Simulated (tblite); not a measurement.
C5H7O2S (charge +1): saddle-point search

System: C5H7O2S, charge +1, SMILES C[CH+]C1=CS(=O)(=O)C1.
Method: GFN2-xTB saddle search (eigenvector following) and harmonic vibrations, gas phase (tblite 0.8.0).

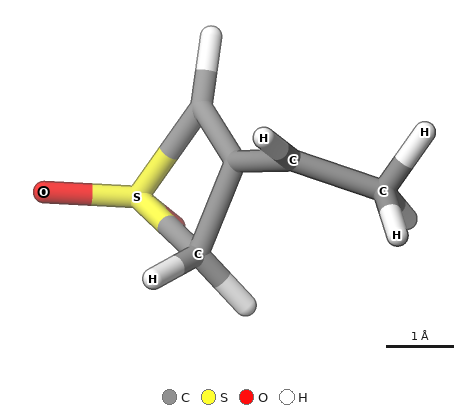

**Figure 1.** The starting structure (stick view, seen at a tilt).

### Results in brief

| quantity | value |
| --- | --- |
| outcome | converged |
| total energy | −681.7154 eV |
| point group | C1 |
| hardware | 1 CPU thread, shared host |
| wall time | 4.4 s |
| peak memory | 0.2 GiB |

### Input
```
{"job": {"xc": "GFN2-xTB", "basis": "xTB", "kind": "saddle"}, "charge": 1, "multiplicity": 1}
C      2.264424     0.360582    -0.014692
C      1.201170    -0.434845     0.521528
C     -0.178039    -0.116539     0.425656
C     -1.173768     0.357652     1.160326
S     -2.369489     0.177046    -0.210015
O     -3.303392    -0.869630    -0.027053
O     -2.715423     1.404976    -0.824820
C     -0.720479    -0.472883    -0.942580
H      1.940150     1.246467    -0.556059
H      2.984308    -0.235815    -0.588645
H      2.879385     0.672673     0.848176
H      1.460756    -1.384474     0.989323
H     -1.200639     0.717957     2.172030
H     -0.342087     0.111877    -1.777326
H     -0.726876    -1.535043    -1.175850
```

The first line tells a small driver script what to run in tblite; the rest is the geometry in Å.

Run as:
```bash
OMP_NUM_THREADS=1 python <driver script> task.json out
```

### The program's output
```
step      E/eV     max force
  0    -681.71299   0.0129
  1    -681.71501   0.1005
  2    -681.71426   0.0257
  3    -681.71514   0.0305
  4    -681.71537   0.0142
  5    -681.71540   0.0153
  6    -681.71541   0.0000
lowest wavenumbers (cm-1): -203.7 78.2 101.9 192.0 214.3 230.1
```

### Trajectory as extended XYZ (Å, eV, eV/Å), 7 frames, from step=0 to step=6
```
15
Properties=species:S:1:pos:R:3:forces:R:3 step=0 energy=-681.71299
C     2.2644    0.3606   -0.0147   -0.0010   0.0000  -0.0010
C     1.2012   -0.4348    0.5215   -0.0010   0.0000   0.0010
C    -0.1780   -0.1165    0.4257   -0.0010   0.0030   0.0050
C    -1.1738    0.3577    1.1603   -0.0030   0.0030   0.0020
S    -2.3695    0.1770   -0.2100   -0.0020   0.0000   0.0010
O    -3.3034   -0.8696   -0.0271    0.0010  -0.0030  -0.0030
O    -2.7154    1.4050   -0.8248    0.0000  -0.0030  -0.0030
C    -0.7205   -0.4729   -0.9426    0.0060   0.0010   0.0030
H     1.9402    1.2465   -0.5561   -0.0020   0.0030   0.0020
H     2.9843   -0.2358   -0.5886   -0.0090  -0.0020  -0.0090
H     2.8794    0.6727    0.8482    0.0070  -0.0050  -0.0050
H     1.4608   -1.3845    0.9893    0.0000  -0.0040  -0.0020
H    -1.2006    0.7180    2.1720   -0.0080   0.0040   0.0010
H    -0.3421    0.1119   -1.7773    0.0060   0.0030   0.0050
H    -0.7269   -1.5350   -1.1758    0.0070   0.0010   0.0020
15
Properties=species:S:1:pos:R:3:forces:R:3 step=1 energy=-681.71501
C     2.2570    0.3500   -0.0299    0.0760  -0.0280   0.0280
C     1.1933   -0.4196    0.5459    0.0280   0.0080  -0.0080
C    -0.1835   -0.0961    0.4549   -0.0130   0.0070  -0.0030
C    -1.1989    0.3612    1.1737    0.0130  -0.0040  -0.0060
S    -2.3681    0.1663   -0.2171   -0.0080  -0.0180  -0.0010
O    -3.2857   -0.8985   -0.0555    0.0160   0.0160  -0.0020
O    -2.7234    1.3884   -0.8380    0.0020  -0.0030   0.0020
C    -0.6945   -0.4523   -0.9268   -0.0030   0.0000   0.0070
H     1.9344    1.2524   -0.5447    0.0140  -0.0130   0.0080
H     2.9189   -0.2659   -0.6581   -0.0600   0.0510   0.0520
H     2.9396    0.6197    0.7986   -0.0620  -0.0250  -0.0750
H     1.4515   -1.3615    1.0303   -0.0010   0.0040  -0.0040
H    -1.2502    0.7206    2.1851   -0.0010  -0.0020  -0.0090
H    -0.3120    0.1477   -1.7489   -0.0020  -0.0020   0.0060
H    -0.6783   -1.5124   -1.1694    0.0000   0.0090   0.0030
15
Properties=species:S:1:pos:R:3:forces:R:3 step=2 energy=-681.71426
C     2.2589    0.3570   -0.0225   -0.0200   0.0050  -0.0050
C     1.1990   -0.4298    0.5333   -0.0060  -0.0010   0.0030
C    -0.1798   -0.1124    0.4383    0.0030   0.0010   0.0030
C    -1.1835    0.3544    1.1670   -0.0050   0.0030   0.0020
S    -2.3672    0.1746   -0.2137    0.0010   0.0030   0.0010
O    -3.2998   -0.8752   -0.0435   -0.0020  -0.0070  -0.0010
O    -2.7100    1.4036   -0.8282   -0.0020  -0.0010  -0.0020
C    -0.7098   -0.4661   -0.9357    0.0030   0.0020   0.0000
H     1.9318    1.2462   -0.5563   -0.0040   0.0050  -0.0010
H     2.9567   -0.2459   -0.6158    0.0090  -0.0160  -0.0180
H     2.8993    0.6579    0.8241    0.0200   0.0020   0.0160
H     1.4615   -1.3735    1.0115   -0.0010  -0.0010   0.0000
H    -1.2206    0.7129    2.1790   -0.0040   0.0030   0.0020
H    -0.3277    0.1238   -1.7649    0.0030   0.0030   0.0010
H    -0.7090   -1.5274   -1.1726    0.0040  -0.0010   0.0000
15
Properties=species:S:1:pos:R:3:forces:R:3 step=3 energy=-681.71514
C     2.2575    0.3524   -0.0270    0.0240  -0.0080   0.0070
C     1.1956   -0.4230    0.5423    0.0070   0.0030  -0.0010
C    -0.1820   -0.1025    0.4485   -0.0040   0.0030   0.0010
C    -1.1932    0.3580    1.1711    0.0030  -0.0010  -0.0010
S    -2.3677    0.1692   -0.2161   -0.0010  -0.0050  -0.0010
O    -3.2908   -0.8901   -0.0516    0.0040   0.0020  -0.0010
O    -2.7185    1.3941   -0.8339    0.0000  -0.0010   0.0000
C    -0.7002   -0.4569   -0.9303    0.0000   0.0000   0.0020
H     1.9332    1.2496   -0.5493    0.0050  -0.0030   0.0030
H     2.9311   -0.2594   -0.6426   -0.0200   0.0150   0.0130
H     2.9258    0.6336    0.8065   -0.0160  -0.0100  -0.0240
H     1.4558   -1.3647    1.0258   -0.0010   0.0010   0.0010
H    -1.2394    0.7169    2.1827   -0.0020   0.0000  -0.0020
H    -0.3180    0.1400   -1.7547    0.0000   0.0010   0.0020
H    -0.6893   -1.5173   -1.1714    0.0020   0.0040   0.0010
15
Properties=species:S:1:pos:R:3:forces:R:3 step=4 energy=-681.71537
C     2.2582    0.3458   -0.0316    0.0050  -0.0020   0.0030
C     1.1918   -0.4171    0.5472    0.0030   0.0040  -0.0020
C    -0.1840   -0.0899    0.4575   -0.0040   0.0010  -0.0010
C    -1.2016    0.3644    1.1746    0.0040  -0.0020  -0.0020
S    -2.3686    0.1629   -0.2168   -0.0070  -0.0040  -0.0030
O    -3.2785   -0.9082   -0.0548    0.0090   0.0110  -0.0010
O    -2.7319    1.3820   -0.8391    0.0030  -0.0070   0.0040
C    -0.6912   -0.4461   -0.9254   -0.0010  -0.0020   0.0000
H     1.9408    1.2498   -0.5461    0.0020  -0.0030   0.0010
H     2.9121   -0.2734   -0.6602   -0.0090   0.0080   0.0070
H     2.9422    0.6115    0.7927   -0.0040  -0.0030  -0.0070
H     1.4468   -1.3595    1.0322    0.0010  -0.0010   0.0000
H    -1.2561    0.7241    2.1855    0.0010  -0.0010  -0.0030
H    -0.3107    0.1588   -1.7448   -0.0010  -0.0030   0.0020
H    -0.6692   -1.5052   -1.1710   -0.0010   0.0040   0.0010
15
Properties=species:S:1:pos:R:3:forces:R:3 step=5 energy=-681.71540
C     2.2574    0.3480   -0.0299    0.0140  -0.0010   0.0040
C     1.1926   -0.4171    0.5480    0.0020  -0.0010   0.0010
C    -0.1837   -0.0924    0.4559    0.0010   0.0000   0.0000
C    -1.2004    0.3630    1.1735   -0.0010   0.0000   0.0000
S    -2.3681    0.1637   -0.2176    0.0030   0.0020   0.0010
O    -3.2808   -0.9046   -0.0551   -0.0030  -0.0030   0.0000
O    -2.7284    1.3837   -0.8395   -0.0010   0.0020  -0.0010
C    -0.6927   -0.4486   -0.9262   -0.0010   0.0000   0.0000
H     1.9387    1.2532   -0.5415    0.0030  -0.0030   0.0020
H     2.9095   -0.2693   -0.6624   -0.0080   0.0070   0.0060
H     2.9449    0.6099    0.7930   -0.0090  -0.0030  -0.0120
H     1.4492   -1.3583    1.0344    0.0000   0.0010   0.0000
H    -1.2537    0.7228    2.1844    0.0000   0.0000   0.0000
H    -0.3117    0.1542   -1.7467    0.0000   0.0000  -0.0010
H    -0.6727   -1.5080   -1.1703    0.0000  -0.0020   0.0000
15
Properties=species:S:1:pos:R:3:forces:R:3 step=6 energy=-681.71541
C     2.2574    0.3483   -0.0296    0.0000   0.0000   0.0000
C     1.1927   -0.4170    0.5484    0.0000   0.0000   0.0000
C    -0.1837   -0.0928    0.4559    0.0000   0.0000   0.0000
C    -1.2004    0.3627    1.1734    0.0000   0.0000   0.0000
S    -2.3680    0.1638   -0.2178    0.0000   0.0000   0.0000
O    -3.2812   -0.9042   -0.0556    0.0000   0.0000   0.0000
O    -2.7278    1.3841   -0.8396    0.0000   0.0000   0.0000
C    -0.6927   -0.4491   -0.9262    0.0000   0.0000   0.0000
H     1.9386    1.2539   -0.5403    0.0000   0.0000   0.0000
H     2.9080   -0.2685   -0.6634    0.0000   0.0000   0.0000
H     2.9458    0.6091    0.7922    0.0000   0.0000   0.0000
H     1.4496   -1.3580    1.0351    0.0000   0.0000   0.0000
H    -1.2537    0.7225    2.1843    0.0000   0.0000   0.0000
H    -0.3115    0.1534   -1.7469    0.0000   0.0000   0.0000
H    -0.6730   -1.5085   -1.1700    0.0000   0.0000   0.0000
```

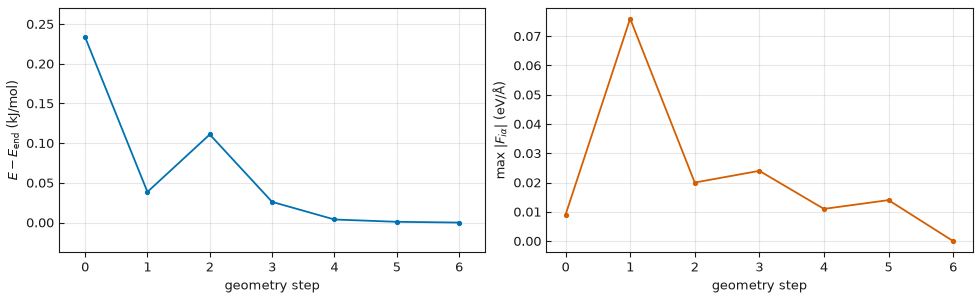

**Figure 2.** Progress of the saddle-point search, step by step (steps are counted from 0).

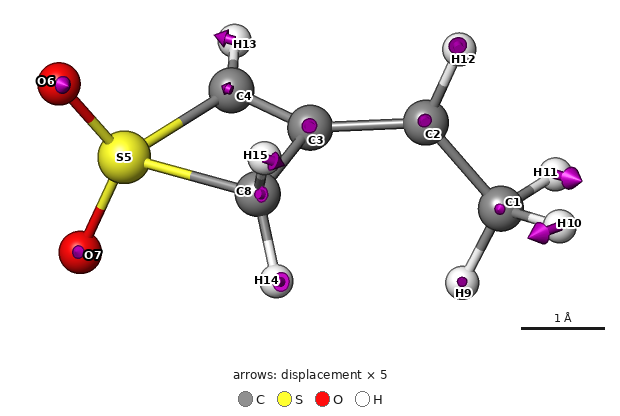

**Figure 3.** The starting structure with the displacements as pink arrows, magnified 5 times (ball-and-stick view, seen at a tilt). The two geometries are laid on each other by the best rigid fit. The largest moves after the best rigid fit, 0.11 Å, are those of H10 and H11. By element the largest moves are H 0.11 Å, O 0.05 Å, C 0.04 Å, S 0.02 Å. Over 6 geometry steps the energy falls by 0.23 kJ/mol. The largest force component goes from 0.009 to under 0.0001 eV/Å. (Atoms are counted from 1 in the order of the input.)
